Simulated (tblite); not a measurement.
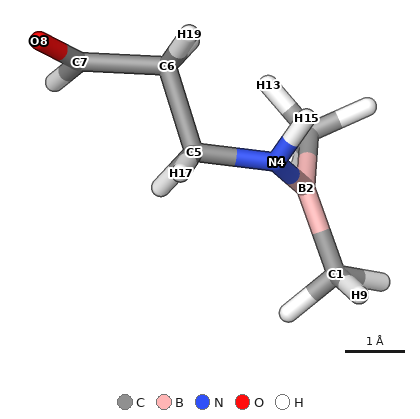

Figure 1. The starting structure (stick view, seen at a tilt; atoms are numbered from 1 in the order of the input).

Run report: C5H12BNO, saddle-point search

C5H12BNO, SMILES CB(C)NCCC=O, computed with GFN2-xTB saddle search (eigenvector following) and harmonic vibrations, gas phase (tblite 0.8.0).

Input
```
{"job": {"xc": "GFN2-xTB", "basis": "xTB", "kind": "saddle"}, "charge": 0, "multiplicity": 1}
C     -2.556438     0.999388    -0.652441
B     -1.402490     0.301899     0.171272
C     -1.666746    -1.096902     0.873429
N     -0.123863     1.012390     0.270270
C      1.051222     0.617827    -0.464588
C      2.050819    -0.215578     0.385937
C      3.067900    -0.858741    -0.498287
O      4.214793    -0.521487    -0.605140
H     -2.476586     2.082970    -0.624442
H     -2.482109     0.715629    -1.701982
H     -3.552813     0.715527    -0.322652
H     -2.346892    -1.717283     0.293582
H     -0.766015    -1.675879     1.066946
H     -2.149655    -0.936711     1.837550
H      0.122952     1.271203     1.216369
H      0.738955     0.036840    -1.336416
H      1.579301     1.510344    -0.824271
H      1.495218    -0.990904     0.915371
H      2.541894     0.442250     1.105197
H      2.660553    -1.692780    -1.105705
```

The first line tells a small driver script what to run in tblite; the rest is the geometry in Å.

Run on 1 CPU thread, shared host.

Launched with:
```bash
OMP_NUM_THREADS=1 python <driver script> task.json out
```

Output
```
step      E/eV     max force
  0    -680.51175   0.0224
  1    -680.52214   0.0836
  2    -680.51498   0.0230
  3    -680.51863   0.0337
  4    -680.52220   0.0352
  5    -680.52512   0.0382
  6    -680.52775   0.0314
  7    -680.53087   0.0600
  8    -680.53364   0.1249
  9    -680.53228   0.0307
 10    -680.53374   0.0266
 11    -680.53582   0.0674
 12    -680.53469   0.0220
 13    -680.53590   0.0250
 14    -680.53694   0.0576
 15    -680.53627   0.0157
 16    -680.53688   0.0127
 17    -680.53766   0.0260
 18    -680.53852   0.0289
 19    -680.53938   0.0139
 20    -680.54050   0.0166
 21    -680.54163   0.0117
 22    -680.54308   0.0555
 23    -680.54227   0.0091
 24    -680.54309   0.0177
 25    -680.54388   0.0228
 26    -680.54464   0.0158
 27    -680.54564   0.0306
 28    -680.54659   0.0391
 29    -680.54753   0.0391
 30    -680.54872   0.0577
 31    -680.55003   0.0525
 32    -680.55152   0.0986
 33    -680.55077   0.0376
 34    -680.55166   0.0445
 35    -680.55254   0.0504
 36    -680.55352   0.0410
 37    -680.55471   0.0657
 38    -680.55596   0.0754
 39    -680.55728   0.0674
 40    -680.55863   0.1095
 41    -680.56024   0.0804
 42    -680.56041   0.1905
 43    -680.56111   0.0579
 44    -680.56197   0.0691
 45    -680.56281   0.0715
 46    -680.56361   0.0446
 47    -680.56395   0.0625
 48    -680.56341   0.1437
 49    -680.56421   0.0125
 50    -680.56427   0.0617
 51    -680.56431   0.0071
 52    -680.56443   0.0150
 53    -680.56454   0.0172
 54    -680.56463   0.0232
 55    -680.56472   0.0214
 56    -680.56483   0.0192
 57    -680.56490   0.0308
 58    -680.56493   0.0085
 59    -680.56493   0.0329
 60    -680.56497   0.0030
lowest wavenumbers (cm-1): -253.5 44.8 47.7 54.1 100.9 134.3
```

Trajectory as extended XYZ (Å, eV, eV/Å), 12 frames, from step=0 to step=60
```
20
Properties=species:S:1:pos:R:3:forces:R:3 step=0 energy=-680.51175
C    -2.5564    0.9994   -0.6524    0.0030  -0.0070  -0.0050
B    -1.4025    0.3019    0.1713    0.0020   0.0020   0.0020
C    -1.6667   -1.0969    0.8734    0.0000   0.0070   0.0050
N    -0.1239    1.0124    0.2703    0.0010   0.0010   0.0020
C     1.0512    0.6178   -0.4646    0.0000   0.0030   0.0050
C     2.0508   -0.2156    0.3859   -0.0030  -0.0090  -0.0030
C     3.0679   -0.8587   -0.4983   -0.0070   0.0010  -0.0070
O     4.2148   -0.5215   -0.6051    0.0030   0.0030  -0.0020
H    -2.4766    2.0830   -0.6244   -0.0080  -0.0070  -0.0120
H    -2.4821    0.7156   -1.7020    0.0170  -0.0120  -0.0010
H    -3.5528    0.7155   -0.3227    0.0050  -0.0150  -0.0140
H    -2.3469   -1.7173    0.2936   -0.0010   0.0030   0.0140
H    -0.7660   -1.6759    1.0669   -0.0040   0.0090   0.0100
H    -2.1497   -0.9367    1.8375    0.0030   0.0170   0.0010
H     0.1230    1.2712    1.2164    0.0040   0.0080   0.0160
H     0.7390    0.0368   -1.3364   -0.0050   0.0130   0.0010
H     1.5793    1.5103   -0.8243    0.0040   0.0030   0.0150
H     1.4952   -0.9909    0.9154   -0.0070  -0.0140  -0.0160
H     2.5419    0.4422    1.1052   -0.0040  -0.0190   0.0070
H     2.6606   -1.6928   -1.1057   -0.0020   0.0130  -0.0180
20
Properties=species:S:1:pos:R:3:forces:R:3 step=5 energy=-680.52512
C    -2.5569    0.9772   -0.6521    0.0000  -0.0020   0.0000
B    -1.3911    0.3158    0.1834    0.0020   0.0010   0.0020
C    -1.6399   -1.0764    0.9017    0.0030  -0.0040   0.0100
N    -0.1216    1.0475    0.2524    0.0040   0.0050   0.0100
C     1.0574    0.6244   -0.4537    0.0060   0.0010   0.0030
C     2.0174   -0.2734    0.3814   -0.0040  -0.0100   0.0090
C     3.0571   -0.8561   -0.5175    0.0130   0.0020   0.0000
O     4.2079   -0.5168   -0.5693   -0.0310  -0.0100   0.0060
H    -2.5198    2.0630   -0.6281   -0.0050  -0.0050   0.0000
H    -2.4363    0.6942   -1.6982    0.0030   0.0000  -0.0010
H    -3.5507    0.6541   -0.3530    0.0030  -0.0070  -0.0040
H    -2.2965   -1.7218    0.3217    0.0080   0.0050   0.0140
H    -0.7382   -1.6369    1.1385   -0.0100   0.0120   0.0030
H    -2.1534   -0.8943    1.8469    0.0090   0.0020  -0.0080
H     0.1107    1.3986    1.1720   -0.0050   0.0020  -0.0180
H     0.7408    0.0805   -1.3475    0.0060   0.0100   0.0020
H     1.6245    1.5073   -0.7754   -0.0010  -0.0080   0.0090
H     1.4379   -1.0788    0.8354    0.0090   0.0150  -0.0240
H     2.4878    0.3298    1.1608   -0.0190  -0.0290  -0.0160
H     2.6629   -1.6380   -1.1995    0.0080   0.0180   0.0030
20
Properties=species:S:1:pos:R:3:forces:R:3 step=10 energy=-680.53374
C    -2.5639    0.9590   -0.6473    0.0000  -0.0010   0.0010
B    -1.3820    0.3245    0.1864    0.0010   0.0000   0.0010
C    -1.6184   -1.0515    0.9389    0.0040   0.0050  -0.0020
N    -0.1181    1.0689    0.2209    0.0020   0.0030   0.0030
C     1.0684    0.6331   -0.4617    0.0050  -0.0010  -0.0010
C     1.9816   -0.3263    0.3600   -0.0050  -0.0060   0.0060
C     3.0607   -0.8531   -0.5254   -0.0030   0.0000   0.0030
O     4.2131   -0.5163   -0.5023    0.0000   0.0000   0.0100
H    -2.5552    2.0453   -0.6195   -0.0040  -0.0020   0.0030
H    -2.4291    0.6851   -1.6942    0.0020   0.0020   0.0000
H    -3.5502    0.6089   -0.3549    0.0000  -0.0040  -0.0020
H    -2.2238   -1.7363    0.3490    0.0000  -0.0030   0.0000
H    -0.7164   -1.5753    1.2442    0.0060   0.0030   0.0070
H    -2.1891   -0.8534    1.8466   -0.0050   0.0050   0.0070
H     0.1035    1.4679    1.1233   -0.0020   0.0000  -0.0100
H     0.7615    0.1321   -1.3832    0.0050   0.0040   0.0040
H     1.6687    1.5102   -0.7331   -0.0040  -0.0100   0.0040
H     1.3763   -1.1560    0.7267    0.0100   0.0130  -0.0150
H     2.4147    0.2190    1.2008   -0.0140  -0.0170  -0.0150
H     2.6976   -1.5857   -1.2753    0.0030   0.0070  -0.0040
20
Properties=species:S:1:pos:R:3:forces:R:3 step=16 energy=-680.53688
C    -2.5688    0.9506   -0.6443   -0.0010   0.0000   0.0000
B    -1.3791    0.3273    0.1865    0.0000   0.0000   0.0000
C    -1.6083   -1.0409    0.9552    0.0010   0.0010   0.0020
N    -0.1179    1.0771    0.2048    0.0000   0.0000  -0.0020
C     1.0715    0.6361   -0.4691    0.0000  -0.0010  -0.0020
C     1.9672   -0.3431    0.3475   -0.0010  -0.0030  -0.0010
C     3.0645   -0.8534   -0.5246    0.0110   0.0020  -0.0010
O     4.2227   -0.5456   -0.4470   -0.0110  -0.0040   0.0050
H    -2.5781    2.0366   -0.6039   -0.0030  -0.0010   0.0040
H    -2.4238    0.6927   -1.6939    0.0010   0.0030   0.0010
H    -3.5506    0.5814   -0.3606    0.0010  -0.0030  -0.0010
H    -2.1976   -1.7410    0.3667    0.0040  -0.0010   0.0020
H    -0.7055   -1.5500    1.2823    0.0000   0.0040   0.0060
H    -2.1956   -0.8355    1.8509   -0.0030   0.0020   0.0000
H     0.1003    1.4934    1.1000    0.0000   0.0020  -0.0040
H     0.7692    0.1493   -1.3995    0.0010   0.0010  -0.0020
H     1.6820    1.5107   -0.7235    0.0010  -0.0020   0.0000
H     1.3537   -1.1805    0.6796   -0.0010  -0.0030  -0.0070
H     2.3829    0.1789    1.2108   -0.0060  -0.0060  -0.0010
H     2.7113   -1.5441   -1.3179    0.0070   0.0070  -0.0010
20
Properties=species:S:1:pos:R:3:forces:R:3 step=21 energy=-680.54163
C    -2.5775    0.9469   -0.6351   -0.0010   0.0010  -0.0020
B    -1.3781    0.3310    0.1874    0.0010   0.0000   0.0010
C    -1.6026   -1.0212    0.9852    0.0010   0.0000   0.0040
N    -0.1156    1.0790    0.1752    0.0000   0.0000  -0.0010
C     1.0728    0.6241   -0.4904    0.0010  -0.0010  -0.0010
C     1.9450   -0.3789    0.3231    0.0020  -0.0060   0.0000
C     3.0866   -0.8411   -0.5186    0.0040   0.0020   0.0030
O     4.2387   -0.5390   -0.3644   -0.0090  -0.0020   0.0040
H    -2.6129    2.0308   -0.5594   -0.0020  -0.0050   0.0030
H    -2.4164    0.7300   -1.6915   -0.0010   0.0040   0.0050
H    -3.5526    0.5464   -0.3714    0.0020  -0.0010  -0.0010
H    -2.1618   -1.7465    0.3974    0.0070   0.0000   0.0020
H    -0.7009   -1.5049    1.3517   -0.0030   0.0070   0.0060
H    -2.2214   -0.8046    1.8567   -0.0030   0.0000  -0.0040
H     0.1045    1.5173    1.0595    0.0000   0.0010  -0.0040
H     0.7725    0.1517   -1.4288    0.0000   0.0000  -0.0020
H     1.6987    1.4920   -0.7288    0.0010  -0.0010   0.0000
H     1.3279   -1.2361    0.5924    0.0030   0.0020  -0.0070
H     2.3164    0.1108    1.2250   -0.0060  -0.0080  -0.0060
H     2.7768   -1.4878   -1.3653    0.0040   0.0060   0.0010
20
Properties=species:S:1:pos:R:3:forces:R:3 step=27 energy=-680.54564
C    -2.5865    0.9434   -0.6253   -0.0010   0.0020  -0.0010
B    -1.3764    0.3355    0.1875    0.0010   0.0000   0.0010
C    -1.5930   -1.0005    1.0141    0.0010  -0.0010   0.0030
N    -0.1134    1.0819    0.1443    0.0000   0.0000   0.0000
C     1.0739    0.6125   -0.5131    0.0010   0.0000   0.0000
C     1.9206   -0.4151    0.2970    0.0020  -0.0060   0.0010
C     3.1057   -0.8303   -0.5083    0.0170   0.0030   0.0040
O     4.2473   -0.5362   -0.2779   -0.0290  -0.0090  -0.0040
H    -2.6479    2.0233   -0.5137   -0.0020  -0.0040   0.0020
H    -2.4138    0.7684   -1.6875   -0.0010   0.0020   0.0040
H    -3.5534    0.5130   -0.3796    0.0020   0.0000  -0.0010
H    -2.1177   -1.7525    0.4276    0.0100   0.0010   0.0020
H    -0.6920   -1.4538    1.4188   -0.0040   0.0080   0.0050
H    -2.2443   -0.7779    1.8600   -0.0030  -0.0020  -0.0060
H     0.1094    1.5398    1.0181    0.0000   0.0010  -0.0030
H     0.7759    0.1553   -1.4598    0.0010   0.0010  -0.0010
H     1.7156    1.4731   -0.7349    0.0000  -0.0020   0.0000
H     1.3021   -1.2891    0.5017    0.0050   0.0060  -0.0060
H     2.2452    0.0400    1.2347   -0.0060  -0.0080  -0.0090
H     2.8426   -1.4307   -1.4038    0.0060   0.0090   0.0080
20
Properties=species:S:1:pos:R:3:forces:R:3 step=32 energy=-680.55152
C    -2.5952    0.9406   -0.6083   -0.0050   0.0060  -0.0060
B    -1.3696    0.3497    0.1934   -0.0010  -0.0010   0.0000
C    -1.5652   -0.9733    1.0457   -0.0290  -0.0530   0.0290
N    -0.1091    1.0982    0.1109    0.0000  -0.0010   0.0000
C     1.0748    0.6076   -0.5370    0.0010   0.0000   0.0000
C     1.8856   -0.4532    0.2682   -0.0020  -0.0010   0.0000
C     3.1057   -0.8363   -0.4991    0.0070   0.0000   0.0010
O     4.2357   -0.5575   -0.2025   -0.0120  -0.0050  -0.0010
H    -2.6922    2.0134   -0.4551   -0.0020  -0.0150   0.0000
H    -2.4117    0.8153   -1.6757   -0.0040   0.0040   0.0130
H    -3.5493    0.4719   -0.3825    0.0100   0.0040  -0.0040
H    -1.9514   -1.7826    0.4226    0.0450   0.0630   0.0610
H    -0.6757   -1.3359    1.5585   -0.0690   0.0240  -0.0250
H    -2.3300   -0.7966    1.8057    0.0600  -0.0280  -0.0620
H     0.1191    1.5756    0.9732    0.0000   0.0010  -0.0020
H     0.7784    0.1706   -1.4937    0.0010   0.0010   0.0000
H     1.7387    1.4559   -0.7384    0.0000  -0.0020   0.0000
H     1.2584   -1.3332    0.4101    0.0000   0.0020  -0.0030
H     2.1689   -0.0361    1.2362   -0.0030  -0.0030  -0.0030
H     2.8842   -1.3940   -1.4322    0.0020   0.0030   0.0010
20
Properties=species:S:1:pos:R:3:forces:R:3 step=38 energy=-680.55596
C    -2.5990    0.9417   -0.5986   -0.0020   0.0030  -0.0010
B    -1.3659    0.3617    0.1990   -0.0010  -0.0020   0.0000
C    -1.5433   -0.9596    1.0584   -0.0200  -0.0420   0.0150
N    -0.1076    1.1124    0.0982    0.0000  -0.0010   0.0000
C     1.0734    0.6095   -0.5460    0.0010   0.0000   0.0000
C     1.8653   -0.4669    0.2575   -0.0010  -0.0010   0.0000
C     3.0930   -0.8501   -0.4973    0.0100   0.0010   0.0020
O     4.2209   -0.5859   -0.1799   -0.0150  -0.0060  -0.0030
H    -2.7130    2.0101   -0.4288   -0.0020  -0.0060   0.0020
H    -2.4118    0.8370   -1.6672   -0.0010   0.0030   0.0040
H    -3.5460    0.4558   -0.3809    0.0040   0.0000  -0.0020
H    -1.7994   -1.7998    0.4098    0.0280   0.0510   0.0480
H    -0.6774   -1.2472    1.6519   -0.0490   0.0140  -0.0200
H    -2.3876   -0.8472    1.7404    0.0470  -0.0170  -0.0400
H     0.1252    1.5952    0.9565    0.0000   0.0010  -0.0020
H     0.7762    0.1814   -1.5066    0.0010   0.0010   0.0000
H     1.7488    1.4502   -0.7395    0.0000  -0.0020   0.0000
H     1.2290   -1.3431    0.3809    0.0000   0.0020  -0.0020
H     2.1388   -0.0632    1.2340   -0.0020  -0.0020  -0.0030
H     2.8806   -1.3921   -1.4418    0.0020   0.0030   0.0020
20
Properties=species:S:1:pos:R:3:forces:R:3 step=43 energy=-680.56111
C    -2.6059    0.9394   -0.5900   -0.0040   0.0080  -0.0060
B    -1.3609    0.3765    0.2003    0.0000  -0.0010  -0.0010
C    -1.5090   -0.9378    1.0760   -0.0130  -0.0350   0.0080
N    -0.1070    1.1324    0.0743    0.0000  -0.0010   0.0010
C     1.0710    0.6113   -0.5621    0.0010   0.0000   0.0000
C     1.8361   -0.4817    0.2440    0.0010  -0.0010   0.0010
C     3.0723   -0.8756   -0.4912    0.0140   0.0010   0.0030
O     4.1984   -0.6516   -0.1379   -0.0210  -0.0070  -0.0080
H    -2.7750    1.9874   -0.3488    0.0000  -0.0150  -0.0020
H    -2.3984    0.9202   -1.6596   -0.0040   0.0030   0.0140
H    -3.5319    0.3973   -0.4188    0.0090   0.0050  -0.0040
H    -1.5916   -1.8068    0.4198    0.0120   0.0420   0.0380
H    -0.6870   -1.1234    1.7648   -0.0360   0.0060  -0.0200
H    -2.4318   -0.9165    1.6554    0.0400  -0.0090  -0.0250
H     0.1311    1.6246    0.9258    0.0000   0.0000  -0.0010
H     0.7742    0.1913   -1.5266    0.0010   0.0000   0.0010
H     1.7612    1.4413   -0.7477   -0.0010  -0.0020   0.0000
H     1.1865   -1.3507    0.3484    0.0030   0.0040   0.0000
H     2.0976   -0.0921    1.2296   -0.0010  -0.0010  -0.0040
H     2.8701   -1.3854   -1.4557    0.0020   0.0030   0.0060
20
Properties=species:S:1:pos:R:3:forces:R:3 step=49 energy=-680.56421
C    -2.6073    0.9455   -0.5917   -0.0020   0.0040  -0.0030
B    -1.3604    0.3839    0.1958    0.0010   0.0010   0.0000
C    -1.4958   -0.9316    1.0719    0.0020   0.0080   0.0000
N    -0.1066    1.1403    0.0686    0.0000   0.0000   0.0000
C     1.0668    0.6072   -0.5674    0.0000   0.0000   0.0000
C     1.8426   -0.4613    0.2596   -0.0010   0.0010  -0.0010
C     3.0453   -0.9124   -0.4978   -0.0070  -0.0010  -0.0010
O     4.1868   -0.7082   -0.1862    0.0120   0.0020   0.0030
H    -2.8635    1.9373   -0.2218    0.0000  -0.0080  -0.0010
H    -2.3636    1.0844   -1.6436   -0.0020   0.0010   0.0070
H    -3.4974    0.3259   -0.5260    0.0040   0.0030  -0.0020
H    -1.4064   -1.8038    0.4235    0.0020  -0.0070  -0.0060
H    -0.7439   -1.0319    1.8511    0.0050   0.0010   0.0050
H    -2.4750   -1.0064    1.5391   -0.0110  -0.0010   0.0040
H     0.1374    1.6334    0.9180    0.0000   0.0000   0.0000
H     0.7607    0.1616   -1.5173    0.0000   0.0000  -0.0010
H     1.7527    1.4338   -0.7818    0.0010   0.0000   0.0000
H     1.1835   -1.3132    0.4251   -0.0030  -0.0030   0.0000
H     2.1441   -0.0346    1.2177    0.0010   0.0020   0.0030
H     2.8002   -1.4496   -1.4368   -0.0020  -0.0030  -0.0050
20
Properties=species:S:1:pos:R:3:forces:R:3 step=54 energy=-680.56463
C    -2.6096    0.9460   -0.5918   -0.0080   0.0120  -0.0080
B    -1.3591    0.3858    0.1909    0.0000   0.0010   0.0000
C    -1.4933   -0.9243    1.0753    0.0000   0.0000   0.0000
N    -0.1048    1.1404    0.0575    0.0000   0.0000   0.0000
C     1.0679    0.6014   -0.5749    0.0000   0.0000   0.0000
C     1.8416   -0.4632    0.2588    0.0000   0.0000   0.0000
C     3.0453   -0.9191   -0.4944    0.0000   0.0000   0.0000
O     4.1865   -0.7147   -0.1816    0.0000   0.0000   0.0000
H    -2.9081    1.9027   -0.1631    0.0040  -0.0210  -0.0090
H    -2.3574    1.1593   -1.6291   -0.0070  -0.0030   0.0200
H    -3.4783    0.2930   -0.5750    0.0110   0.0110  -0.0030
H    -1.3815   -1.8006    0.4352    0.0000   0.0000   0.0000
H    -0.7518   -1.0086    1.8665    0.0000   0.0000   0.0000
H    -2.4789   -1.0084    1.5278   -0.0010   0.0000   0.0000
H     0.1400    1.6399    0.9028    0.0000   0.0000   0.0000
H     0.7613    0.1507   -1.5223    0.0000   0.0000   0.0000
H     1.7553    1.4256   -0.7941    0.0000   0.0000   0.0000
H     1.1817   -1.3140    0.4279    0.0000   0.0000   0.0000
H     2.1420   -0.0318    1.2153    0.0000   0.0000   0.0000
H     2.8013   -1.4601   -1.4318    0.0000   0.0000   0.0000
20
Properties=species:S:1:pos:R:3:forces:R:3 step=60 energy=-680.56497
C    -2.6099    0.9486   -0.5947    0.0010  -0.0010   0.0000
B    -1.3574    0.3887    0.1851    0.0000   0.0000   0.0000
C    -1.4938   -0.9187    1.0732    0.0000  -0.0020   0.0010
N    -0.1018    1.1407    0.0517    0.0000   0.0000   0.0000
C     1.0690    0.5960   -0.5796    0.0000   0.0000   0.0000
C     1.8494   -0.4543    0.2659    0.0000   0.0000   0.0000
C     3.0394   -0.9333   -0.4947    0.0010   0.0000   0.0000
O     4.1862   -0.7256   -0.2053   -0.0020   0.0000   0.0000
H    -2.9713    1.8441   -0.0897   -0.0010   0.0000   0.0010
H    -2.3470    1.2659   -1.6011    0.0010   0.0010  -0.0010
H    -3.4435    0.2543   -0.6555    0.0000   0.0000   0.0000
H    -1.3484   -1.7960    0.4410   -0.0010   0.0020   0.0020
H    -0.7708   -0.9855    1.8832   -0.0010   0.0000  -0.0010
H    -2.4889   -1.0189    1.5008    0.0020   0.0000   0.0000
H     0.1451    1.6422    0.8952    0.0000   0.0000   0.0000
H     0.7583    0.1311   -1.5187    0.0000   0.0000   0.0000
H     1.7535    1.4184   -0.8142    0.0000   0.0000   0.0000
H     1.1876   -1.2975    0.4634    0.0000   0.0000   0.0000
H     2.1659   -0.0036    1.2082    0.0000   0.0000   0.0000
H     2.7785   -1.4967   -1.4142    0.0000   0.0010   0.0010
```

Key numbers

| quantity | value |
| --- | --- |
| outcome | converged |
| total energy | −680.5650 eV |
| point group | C1 |
| wall time | 52 s |
| peak memory | 0.19 GiB |
